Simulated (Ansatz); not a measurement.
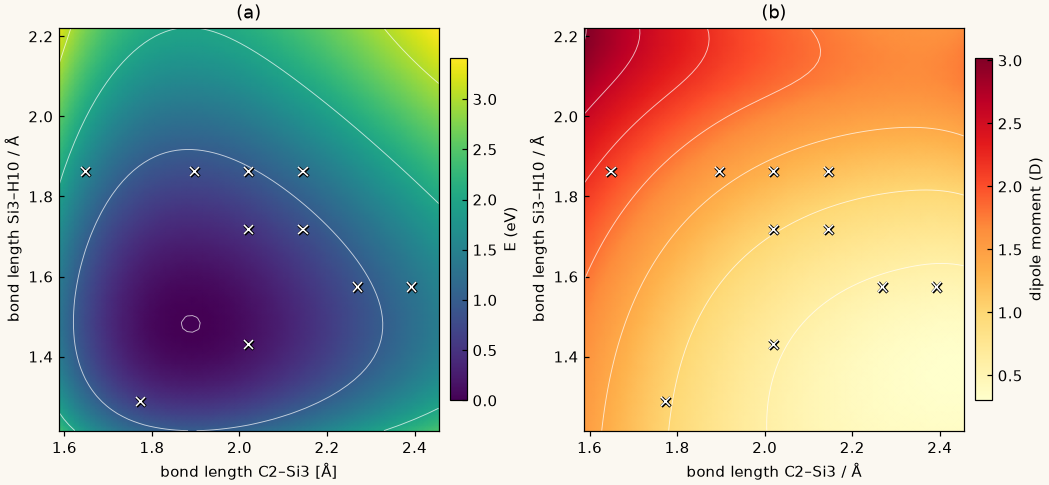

C2H7Si, SMILES CC[SiH2], spin multiplicity 2. First axis: bond length C2–Si3. Second axis: bond length Si3–H10. Nothing is relaxed (all other coordinates rigid). The grid has 15 × 15 points. At 10 points there is no value. Points are written as (first, second). Energies are in eV, from the lowest grid point. Computed with UHF/def2-TZVP in Ansatz.

Panel (a) is the energy; panel (b) is the computed dipole moment, in D.

The picture shows a smooth colour map with a few white contour lines, crosses at grid points without a value. Between grid points the surface is interpolated.

**How does the dipole moment vary over the map, and what is it at the lowest grid point?**

Leaving out the highest fifth of the energies, it runs from 0.30 D at (2.455 Å, 1.359 Å) to 2.42 D at (1.711 Å, 2.078 Å). At the lowest grid point, (1.897 Å, 1.502 Å), it is 0.91 D.
